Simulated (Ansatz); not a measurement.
# C₂H₄FIn: what the fields show

```yaml
atoms:
  - { symbol: C, position_ang: [-0.0321, 2.0749, 1.6578] }
  - { symbol: C, position_ang: [0.7951, 1.1817, 2.5227] }
  - { symbol: F, position_ang: [-0.3810, 1.3907, 0.4221] }
  - { symbol: In, position_ang: [0.9532, -0.7839, 1.2224] }
  - { symbol: H, position_ang: [-1.0041, 2.3544, 2.0938] }
  - { symbol: H, position_ang: [0.4853, 2.9876, 1.3225] }
  - { symbol: H, position_ang: [0.3195, 0.9435, 3.4874] }
  - { symbol: H, position_ang: [1.8067, 1.5732, 2.7154] }
```

Geometry: B3LYP-D3(BJ)/def2-SVP; core potentials replace the inner electrons of In.

Theory: isolated molecule in a Gaussian basis; Kohn-Sham density functional theory, functional PBE0 in Ansatz.

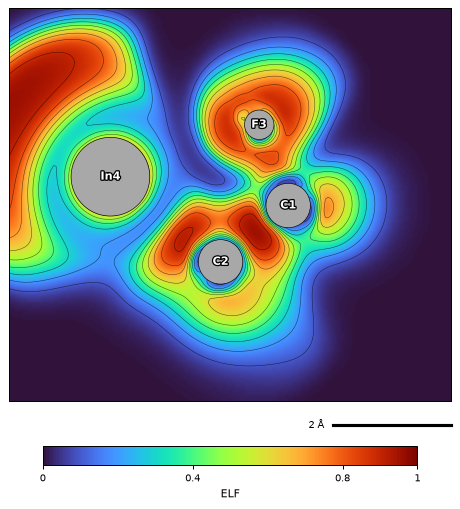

Figure 1. Electron localisation function on the plane of atoms C1, C2 and In4. Grey discs cover the atomic cores.

What do the fields say about this system?

- Atoms in the plane: C, F and In.
- C–F (1.45 Å): the ELF peaks at about 0.80 between the atoms; a polar covalent bond.
- C–C (1.49 Å): the ELF peaks at about 0.95 between the atoms (a shared electron pair).
- C–In (2.36 Å): the ELF peaks at about 0.90 in the valence shell of C, 0.7 Å from its nucleus, and drops to about 0.20 between the two atoms.
- The ELF also peaks beside F3, away from the bonds: lone-pair regions.

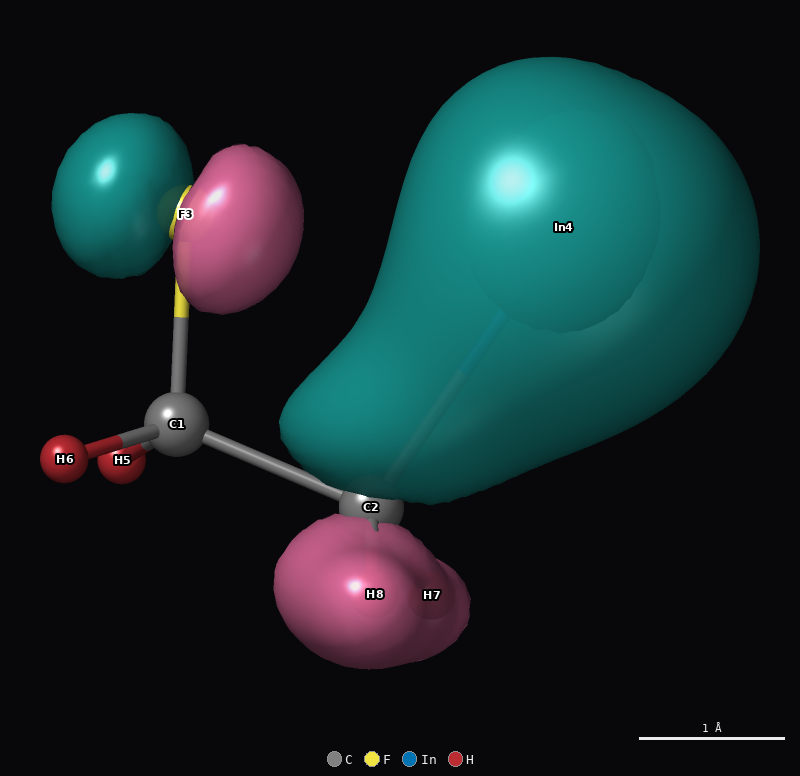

Figure 2. The HOMO−1 at ±0.15 Å⁻³ᐟ² (teal and pink are the two phases), seen at a tilt.

Describe this orbital and give its energy.

Its weight (Hirshfeld) is mainly on In4 (about 55 %), C2 (about 20 %) and F3 (about 15 %). Its energy is −9.07 eV.
